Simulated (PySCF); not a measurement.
# C2H7NSi: geometry relaxation

System: C2H7NSi.
Method: PBE0-D3(BJ)/def2-SVP geometry optimisation, gas phase (PySCF 2.14.0).

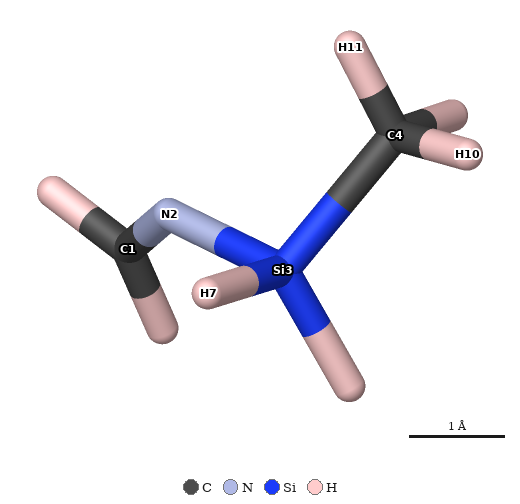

The input geometry (stick view, seen at a tilt; atoms are numbered from 1 in the order of the input).

### Key numbers

```tsv
quantity	value
outcome	converged
total energy	−424.188956 hartree
dipole moment	1.13 D
point group	C1
hardware	1 CPU thread, shared host
wall time	21 s
peak memory	0.39 GiB
```

### The input
```
{"job": {"xc": "PBE0", "basis": "def2-SVP", "d3": "d3bj", "grid": 1, "shake": 0.01, "kind": "geom"}, "charge": 0, "multiplicity": 1}
C      2.207180     0.236150     0.295120
N      1.098310     0.362680    -0.317660
Si    -0.309950    -0.632720    -0.513890
C     -1.682300     0.408760     0.187740
H      2.906450     1.067430     0.230490
H      2.485890    -0.599480     0.886120
H     -0.364890    -0.782750    -1.957730
H     -0.253450    -1.943860     0.143410
H     -1.637950     0.538880     1.286440
H     -2.670860    -0.072540    -0.007010
H     -1.740300     1.391630    -0.248700
```

The first line tells a small driver script what to run in PySCF; the rest is the geometry in Å.

Launch command:
```bash
OMP_NUM_THREADS=1 python <driver script> task.json out
```

### Output
```
step   0  E = -424.18174298  max force = 0.037449
step   1  E = -424.18820615  max force = 0.006332
step   2  E = -424.18856488  max force = 0.007994
step   3  E = -424.18874613  max force = 0.004682
step   4  E = -424.18888430  max force = 0.001684
step   5  E = -424.18893076  max force = 0.001804
step   6  E = -424.18895330  max force = 0.000496
step   7  E = -424.18895576  max force = 0.000083
optimisation converged
```

### Trajectory as extended XYZ (Å, eV, eV/Å), 8 frames, from step=0 to step=7
```
11
Properties=species:S:1:pos:R:3:forces:R:3 step=0 energy=-11542.57315
C     2.2072    0.2361    0.2951   -1.9257   1.3261  -1.4701
N     1.0983    0.3627   -0.3177    1.2826   0.0116   0.4694
Si   -0.3100   -0.6327   -0.5139    0.2629   0.8450   0.5358
C    -1.6823    0.4088    0.1877   -1.2137  -0.9121   0.4941
H     2.9064    1.0674    0.2305    0.6184   0.3041   0.1256
H     2.4859   -0.5995    0.8861    0.5198  -1.4423   0.9362
H    -0.3649   -0.7827   -1.9577   -0.3096  -0.2425  -0.7637
H    -0.2535   -1.9439    0.1434   -0.0311  -0.6279   0.2663
H    -1.6380    0.5389    1.2864    0.2531  -0.1203  -0.2017
H    -2.6709   -0.0725   -0.0070    0.3600   0.1205   0.0434
H    -1.7403    1.3916   -0.2487    0.1832   0.7378  -0.4353
11
Properties=species:S:1:pos:R:3:forces:R:3 step=1 energy=-11542.74902
C     2.2354    0.2592    0.3079    0.0253  -0.3256   0.2796
N     1.1600    0.4548   -0.3135   -0.1410   0.0829  -0.0421
Si   -0.2724   -0.5425   -0.4926    0.0566  -0.0727  -0.0271
C    -1.7658    0.3745    0.1558   -0.0038   0.2016   0.0408
H     3.0294    1.0271    0.2986    0.0944   0.0456   0.0023
H     2.4823   -0.6556    0.9147   -0.1375   0.2350  -0.2411
H    -0.4165   -0.7643   -1.9612    0.0071  -0.0557  -0.0123
H    -0.1646   -1.8758    0.1989    0.0443   0.0110  -0.0101
H    -1.7028    0.5218    1.2441    0.0353   0.0263   0.0301
H    -2.6872   -0.1900   -0.0471   -0.0188  -0.0741  -0.0532
H    -1.8600    1.3644   -0.3213    0.0382  -0.0743   0.0331
11
Properties=species:S:1:pos:R:3:forces:R:3 step=2 energy=-11542.75878
C     2.2126    0.2680    0.3104    0.0736  -0.4111   0.1078
N     1.1446    0.4794   -0.3188    0.0220   0.3103  -0.0600
Si   -0.2684   -0.5394   -0.4968   -0.0066  -0.0467  -0.0149
C    -1.7589    0.3791    0.1582   -0.0452   0.0226   0.0296
H     3.0368    1.0072    0.3401   -0.0991   0.0992  -0.0536
H     2.4303   -0.6749    0.8659   -0.0070   0.0614   0.0081
H    -0.4114   -0.7862   -1.9626   -0.0092  -0.0259   0.0063
H    -0.1296   -1.8620    0.2081    0.0284   0.0003  -0.0005
H    -1.6828    0.5414    1.2446    0.0203  -0.0016  -0.0142
H    -2.6764   -0.1991   -0.0347    0.0052   0.0024  -0.0027
H    -1.8590    1.3602   -0.3303    0.0175  -0.0110  -0.0060
11
Properties=species:S:1:pos:R:3:forces:R:3 step=3 energy=-11542.76372
C     2.1905    0.2485    0.3162    0.1443   0.2408  -0.1148
N     1.1358    0.4976   -0.3229   -0.0171   0.1241  -0.0523
Si   -0.2637   -0.5360   -0.5053   -0.0894  -0.0679  -0.0001
C    -1.7480    0.3869    0.1604   -0.0601  -0.1402   0.0035
H     2.9959    1.0102    0.3636    0.0045  -0.1147   0.0656
H     2.3992   -0.7016    0.8450    0.0332  -0.1333   0.1122
H    -0.4100   -0.8054   -1.9675   -0.0240   0.0081   0.0143
H    -0.0941   -1.8495    0.2091   -0.0021  -0.0111   0.0066
H    -1.6535    0.5617    1.2439    0.0009  -0.0206  -0.0367
H    -2.6648   -0.1990   -0.0200    0.0177   0.0671   0.0391
H    -1.8494    1.3603   -0.3383   -0.0079   0.0478  -0.0373
11
Properties=species:S:1:pos:R:3:forces:R:3 step=4 energy=-11542.76748
C     2.1956    0.2493    0.3084   -0.0486   0.0789   0.0374
N     1.1410    0.5065   -0.3314    0.0714   0.0866  -0.0423
Si   -0.2624   -0.5312   -0.5075   -0.0442  -0.0450   0.0111
C    -1.7511    0.3839    0.1597   -0.0093  -0.0609  -0.0157
H     3.0126    0.9950    0.3716   -0.0021  -0.0368  -0.0239
H     2.3828   -0.6989    0.8552    0.0369  -0.0771   0.0239
H    -0.4186   -0.8041   -1.9675   -0.0051   0.0090   0.0037
H    -0.0853   -1.8435    0.2085    0.0055   0.0023   0.0045
H    -1.6510    0.5613    1.2413   -0.0003  -0.0009  -0.0020
H    -2.6684   -0.2014   -0.0121    0.0011   0.0250   0.0152
H    -1.8574    1.3566   -0.3420   -0.0052   0.0188  -0.0120
11
Properties=species:S:1:pos:R:3:forces:R:3 step=5 energy=-11542.76874
C     2.1944    0.2499    0.3134   -0.0408  -0.0928  -0.0490
N     1.1448    0.5209   -0.3311    0.0404   0.0265   0.0119
Si   -0.2599   -0.5233   -0.5060   -0.0136  -0.0151   0.0255
C    -1.7565    0.3813    0.1577    0.0246   0.0125  -0.0201
H     3.0296    0.9738    0.3659   -0.0063   0.0354   0.0125
H     2.3732   -0.7076    0.8537   -0.0104   0.0234   0.0039
H    -0.4192   -0.7991   -1.9647    0.0108   0.0078  -0.0063
H    -0.0727   -1.8330    0.2126    0.0087   0.0095   0.0006
H    -1.6546    0.5630    1.2380   -0.0011   0.0126   0.0167
H    -2.6730   -0.2050   -0.0078   -0.0112  -0.0117  -0.0050
H    -1.8682    1.3529   -0.3475   -0.0011  -0.0081   0.0093
11
Properties=species:S:1:pos:R:3:forces:R:3 step=6 energy=-11542.76935
C     2.1909    0.2447    0.3099   -0.0188  -0.0255   0.0026
N     1.1451    0.5266   -0.3356    0.0113   0.0059   0.0006
Si   -0.2585   -0.5209   -0.5067   -0.0101  -0.0083   0.0041
C    -1.7552    0.3827    0.1580    0.0165   0.0023  -0.0069
H     3.0259    0.9681    0.3762    0.0043   0.0095  -0.0042
H     2.3610   -0.7155    0.8472    0.0013   0.0055  -0.0011
H    -0.4182   -0.8010   -1.9645    0.0023   0.0063  -0.0043
H    -0.0617   -1.8269    0.2156    0.0020   0.0053   0.0025
H    -1.6500    0.5699    1.2374   -0.0034   0.0064   0.0039
H    -2.6714   -0.2060   -0.0024   -0.0029  -0.0050  -0.0011
H    -1.8699    1.3518   -0.3508   -0.0024  -0.0025   0.0039
11
Properties=species:S:1:pos:R:3:forces:R:3 step=7 energy=-11542.76942
C     2.1903    0.2422    0.3096   -0.0018   0.0001   0.0035
N     1.1457    0.5270   -0.3363    0.0026  -0.0024  -0.0023
Si   -0.2586   -0.5199   -0.5068   -0.0033  -0.0023   0.0003
C    -1.7548    0.3836    0.1581    0.0042  -0.0001   0.0003
H     3.0268    0.9643    0.3752    0.0015  -0.0008  -0.0002
H     2.3579   -0.7176    0.8482    0.0006   0.0000  -0.0019
H    -0.4181   -0.7994   -1.9650   -0.0001   0.0033   0.0000
H    -0.0601   -1.8250    0.2163   -0.0008   0.0008   0.0014
H    -1.6498    0.5724    1.2374   -0.0014   0.0021  -0.0011
H    -2.6707   -0.2062   -0.0014    0.0005  -0.0008   0.0005
H    -1.8708    1.3521   -0.3512   -0.0020   0.0000  -0.0004
```

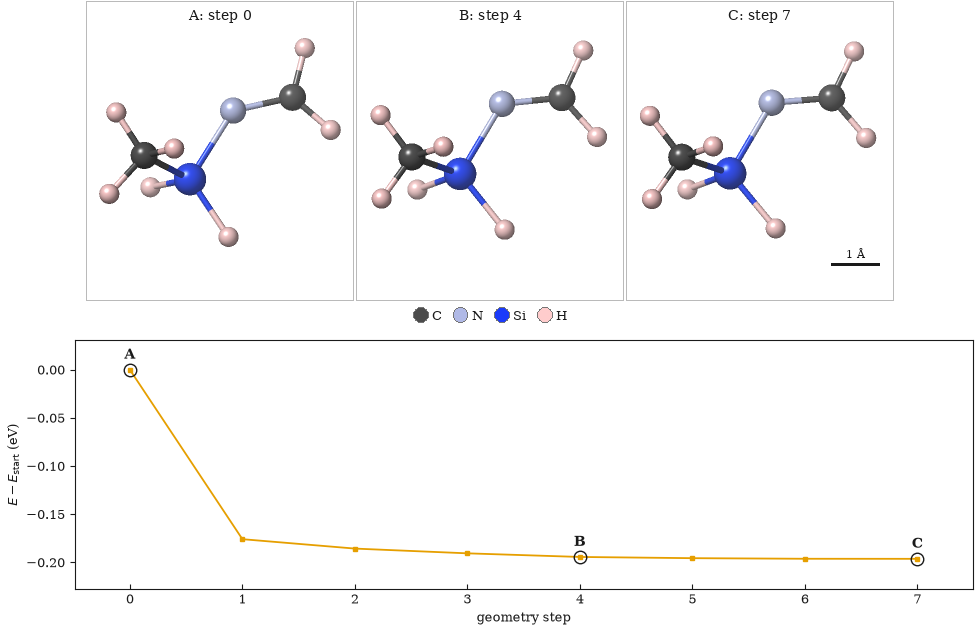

Frames of the relaxation (ball-and-stick view, seen at an oblique angle) above the curves, on which the letters mark them (steps are counted from 0).

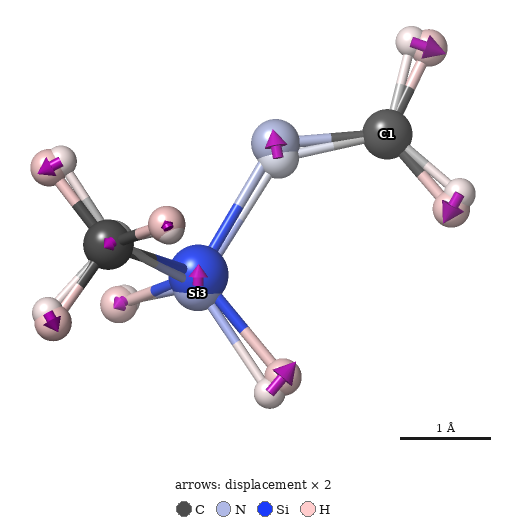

Start (faint) and end (solid) with the displacements as pink arrows, magnified 2 times (ball-and-stick view, seen at an oblique angle). The two geometries are laid on each other by the best rigid fit. The atom that moves furthest after the best rigid fit is H8 (0.23 Å). By element the largest moves are H 0.23 Å, N 0.17 Å, Si 0.12 Å, C 0.07 Å. Among the contacts that change: C1–H6 1.061 → 1.113 Å, Si3–H7 1.453 → 1.493 Å, Si3–H8 1.468 → 1.505 Å, N2–Si3 1.736 → 1.760 Å. Among the angles that change: C1–N2–Si3 134.8° → 125.2°, N2–Si3–H7 101.7° → 106.9°, N2–Si3–C4 103.6° → 108.5°. The energy falls by 0.196 eV in 7 geometry steps. Largest force component: 1.9 eV/Å at the start, 0.0042 eV/Å at the end. (Atoms are counted from 1 in the order of the input.)
